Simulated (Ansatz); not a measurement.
```yaml
crystal:
  periodic: [false, false, false]
  atoms:
    - {symbol: F, position_ang: [-0.740074, 1.253225, -0.277336]}
    - {symbol: Ge, position_ang: [-0.666783, -0.314523, -0.396794]}
    - {symbol: Br, position_ang: [2.300237, -0.809384, 1.175191]}
basis:
  gaussian: {orbitals: def2-TZVPP}
hamiltonian: {xc: pbe0, dispersion: d4}
```

Geometry: moved along internal coordinates away from the minimum.

Describe the molecule in this file.

The species is GeBrF. Judged by distances it falls into 2 fragments: GeF, Br.

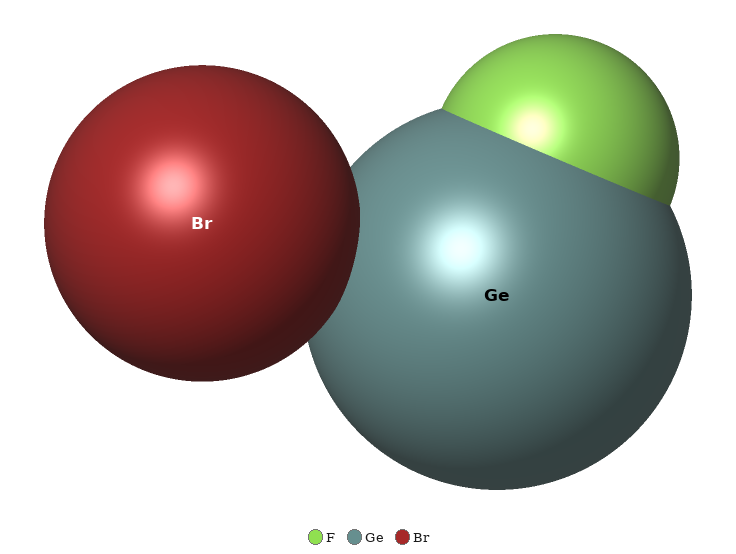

Figure made from data computed with Ansatz.
